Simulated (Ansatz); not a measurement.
# One shape, several levels: NO+ (nitrosonium)

We compute a comparison of 5 runs (HF/3-21G, HF/def2-SVP, B3LYP/6-31G*, MP2/jorge-TZP, CCSD/aug-cc-pVDZ) of NO+ (nitrosonium). 

The results are computed with Ansatz 0.2.0.

5 further runs of the same task are left out: 2 that didn't finish, 3 set aside as unsound or not needed.

## 1. Starting point

NO+ has 2 atoms, charge +1, and is taken as a singlet. As SMILES, `N#[O+]`. Geometry: the measured bond length.

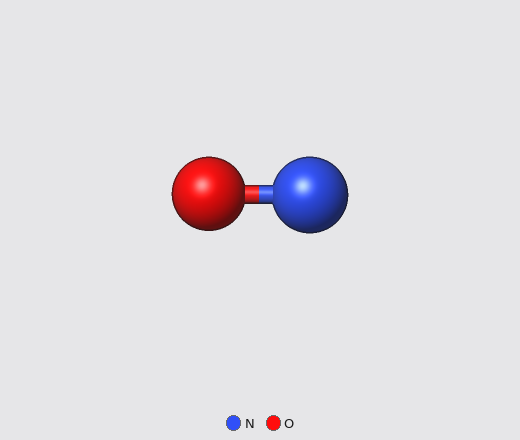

The structure, seen from a chosen angle (nitrogen blue, oxygen red).

## 2. Energy and gradient at HF/3-21G (run 1)

File in.yaml:

```yaml
crystal:
  periodic: [false, false, false]
  atoms:
    - {symbol: N, position_ang: [0.000000, 0.000000, 0.000000]}
    - {symbol: O, position_ang: [0.000000, 0.000000, 1.063220]}
basis:
  gaussian: {orbitals: 3-21G.json}
total_charge: 1
magnetization: {spin_polarized: false}
hamiltonian: {xc: hf}
accuracy: high
output: {forces: true, orbitals: {seedname: orbitals}}
```

The basis set 3-21G is read from a file made from the Basis Set Exchange's data (not shown).

Command:

```sh
$ ansatz run in.yaml --threads 1 --pin off --max-ram 2610MiB --events-out events.jsonl --progress --plain --runs-dir runs
```

The log of the run:

```text
Warning: RAYON_NUM_THREADS=1 ignored (pool sized by the plan → 1); use --threads N
Functional definition: HF
  name "HF"
  exchange = exact_x
  correlation = 0
340 factors; integrals over basis functions are off by at most 3.8e-9 eV
mean field evaluation 1: about -3485.1030 eV, gradient 3.2e1 eV
mean field evaluation 2: about -3485.1120 eV, gradient 3.2e1 eV
mean field evaluation 4: about -3486.7772 eV, gradient 1.1e0 eV
mean field evaluation 8: about -3486.7802 eV, gradient 7.2e-4 eV
mean field -3486.78017416 eV, -128.1368079758 hartree, gradient 8.6e-8 eV, S^2 0.000000; 0 other end points of the search recorded, 0 dependent functions left out
the calculation of the forces begins
reference -3486.78017416 eV, -128.1368079758 hartree; 7, 7 occupied and 11, 11 virtual orbitals, 340 factors
Total energy: -3486.78017416 eV, -128.1368079758 hartree
Atom 0 at     0.000000     0.000000     0.000000 Å, force    -0.000000     0.000000     2.912916 eV/Å
Atom 1 at     0.000000     0.000000     1.063220 Å, force     0.000000     0.000000    -2.912916 eV/Å
Dipole moment:    -0.000000    -0.000000    -0.192753 e Å
```

Wall time 0.1 s (1 thread of Arm Neoverse V2, shared host).

## 3. Energy and gradient at HF/def2-SVP (run 2)

File molecule.yaml:

```yaml
crystal:
  periodic: [false, false, false]
  atoms:
    - {symbol: "N", position_ang: [0.000000, 0.000000, 0.000000]}
    - {symbol: O, position_ang: [0.000000, 0.000000, 1.063220]}
basis:
  gaussian:
    orbitals: def2-SVP
total_charge: 1
hamiltonian:
  xc: hf
accuracy: high
output: {forces: true, orbitals: {seedname: orbitals}}
```

Command:

```sh
$ ansatz run molecule.yaml --threads 1 --pin off --max-ram 2610MiB --events-out events.jsonl --progress --plain --runs-dir runs
```

The log of the run:

```text
Warning: RAYON_NUM_THREADS=1 ignored (pool sized by the plan → 1); use --threads N
[... 4 set-up lines as earlier in the session ...]
531 factors; integrals over basis functions are off by at most 3.4e-9 eV
mean field evaluation 1: about -3503.1264 eV, gradient 3.2e1 eV
mean field evaluation 2: about -3503.1321 eV, gradient 3.2e1 eV
mean field evaluation 4: about -3504.8403 eV, gradient 1.5e0 eV
mean field evaluation 8: about -3504.8469 eV, gradient 1.2e-4 eV
mean field -3504.84694410 eV, -128.8007495251 hartree, gradient 1.8e-8 eV, S^2 0.000000; 0 other end points of the search recorded, 0 dependent functions left out
the calculation of the forces begins
reference -3504.84694410 eV, -128.8007495251 hartree; 7, 7 occupied and 21, 21 virtual orbitals, 531 factors
Total energy: -3504.84694410 eV, -128.8007495251 hartree
Atom 0 at     0.000000     0.000000     0.000000 Å, force     0.000000     0.000000     6.522988 eV/Å
Atom 1 at     0.000000     0.000000     1.063220 Å, force    -0.000000    -0.000000    -6.522988 eV/Å
Dipole moment:     0.000000     0.000000    -0.149988 e Å
```

Wall time 0.18 s (1 thread of Arm Neoverse V2, shared host).

Runs 3 to 4 aren't shown in full; the table further down has their settings and results.

## 4. Energy and gradient at CCSD/aug-cc-pVDZ (run 5)

File input.yaml:

```yaml
crystal:
  periodic: [false, false, false]
  atoms:
    - symbol: N
      position_ang: [0.000000, 0.000000, 0.000000]
    - symbol: O
      position_ang: [0.000000, 0.000000, 1.063220]
basis:
  gaussian:
    orbitals: aug-cc-pVDZ
total_charge: 1
correlation:
  method: ccsd
  frozen_orbitals: {"N": 1, O: 1}
accuracy: high
scf:
  omitted_lower_state_checks: [cluster_reference, increment]
output:
  forces: true
  orbitals: {seedname: orbitals}
```

Command:

```sh
$ ansatz run input.yaml --threads 1 --pin off --max-ram 2610MiB --events-out events.jsonl --progress --plain --runs-dir runs
```

The log of the run, shortened:

```text
Warning: RAYON_NUM_THREADS=1 ignored (pool sized by the plan → 1); use --threads N
[... 2 set-up lines as earlier in the session ...]
[...]
803 factors; integrals over basis functions are off by at most 2.9e-9 eV
[...]
mean field -3508.46757537 eV, -128.9338052700 hartree, gradient 3.8e-8 eV, S^2 0.000000; 0 other end points of the search recorded, 0 dependent functions left out
2 core orbitals not correlated: weight in the atoms' cores, before any rotation towards them, 1.000 or more for the frozen orbitals, at most 0.000 for the correlated occupied ones
reference -3508.46757537 eV, -128.9338052700 hartree; 5, 5 occupied and 39, 39 virtual orbitals, 803 factors
second order -9.37395335 eV of doubles, -0.00000000 eV of singles
cycle   1  -8.82054183 eV  change    5.5e-1 eV  update   9.8e-2
[...]
cycle  19  -9.31595839 eV  change   4.2e-10 eV  update  3.7e-10
[...]
Total energy: -3517.78353375 eV, -129.2761604262 hartree
Atom 0 at     0.000000     0.000000     0.000000 Å, force    -0.000000     0.000000    -1.845736 eV/Å
Atom 1 at     0.000000     0.000000     1.063220 Å, force     0.000000    -0.000000     1.845736 eV/Å
Dipole moment:     0.000000     0.000000    -0.070737 e Å
Checks for a lower state left out: cluster_reference, increment
```

Run time: 2.1 s. Hardware: 1 thread of Arm Neoverse V2, shared host; peak memory 0.15 GiB.

## 5. The series

```tsv
run	level	accuracy	frozen core orbitals	energy (Eh)	HOMO energy (eV)	LUMO energy (eV)	HOMO–LUMO gap (eV)	wall time
1	HF/3-21G	high	–	-128.136808	-31.18	-8.45	22.73	0.1 s
2	HF/def2-SVP	high	–	-128.800750	-31.12	-7.86	23.27	0.18 s
3	B3LYP/6-31G* (spherical functions)	high	–	-129.527310	-25.06	-13.55	11.52	0.66 s
4	MP2/jorge-TZP (density fitting with cc-pVTZ-jkfit)	medium	2	-129.370930	-30.99	-7.59	23.40	0.16 s
5	CCSD/aug-cc-pVDZ	high	2	-129.276160	-31.00	-7.65	23.35	2.1 s
```

## 6. Outcome

```
                                          quantity          value
                               run 5: total energy  -129.27616 Eh
        run 5: HOMO energy (Hartree–Fock orbitals)      -31.00 eV
        run 5: LUMO energy (Hartree–Fock orbitals)       -7.65 eV
      run 5: HOMO–LUMO gap (Hartree–Fock orbitals)       23.35 eV
run 5: correlation energy (2 core orbitals frozen)     -342.4 mEh
                              run 5: T1 diagnostic          0.017
                   run 5: largest force on an atom     1.846 eV/Å
```

Over runs 1, 2, 3 the HOMO–LUMO gap runs from 11.52 eV (B3LYP/6-31G*) to 23.27 eV (HF/def2-SVP). The two ends differ in method and basis. All runs together took 3.2 s, the longest 2.1 s.
